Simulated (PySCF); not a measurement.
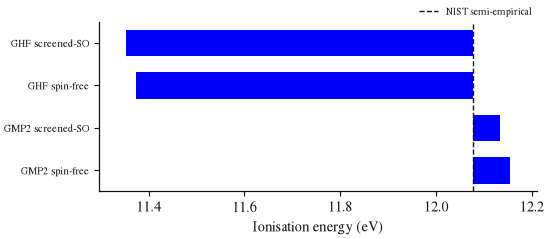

The ionisation energy of an atom or ion with 63 electrons in the configuration [Xe] (4f₅/₂)⁶ 4f₇/₂ 5d₃/₂ 6s₁/₂ by several methods. PySCF, x2c-TZVPall-2c, two-component X2C-1e. 28 core electrons frozen.

Name the element and charge.

Gd⁺. The values run from 11.352 eV (GHF screened-SO) to 12.154 eV (GMP2 spin-free). The NIST semi-empirical value is 12.076 ± 0.02 eV; nearest to it come GMP2 screened-SO (+0.057) and GMP2 spin-free (+0.078), furthest GHF screened-SO (−0.724 eV).

Limits of the model: determinant is not a pure J level; determinant is not a pure J level.
